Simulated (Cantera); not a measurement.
A closed system holds: 1 mol V, 3.6 mol H2O, 21 mol H2, held at 6.80 mbar.

Method: chemical equilibrium by Gibbs-energy minimisation in Cantera with the NASA 1993 tables (ideal gas, pure condensed phases). Candidate condensed phases: H2O, V, VO, V2O3, V2O4, V2O5; 12 gas species. Condensed phases not in the tables: the oxides between V2O3 and V2O5 other than VO2. Equilibrium is a limit: real reactors are often held back by kinetics, nucleation or transport.

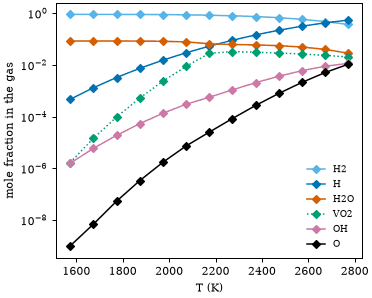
Fig. 1. Equilibrium gas composition (values under 1e-9 drawn at 1e-9)

Problem. Read off the mole fractions at 1773 K.

Solution. H2 about 0.91, H2O about 0.085, H about 0.0033, VO2 about 9.7e-5, OH about 1.9e-5, O about 5.4e-8.
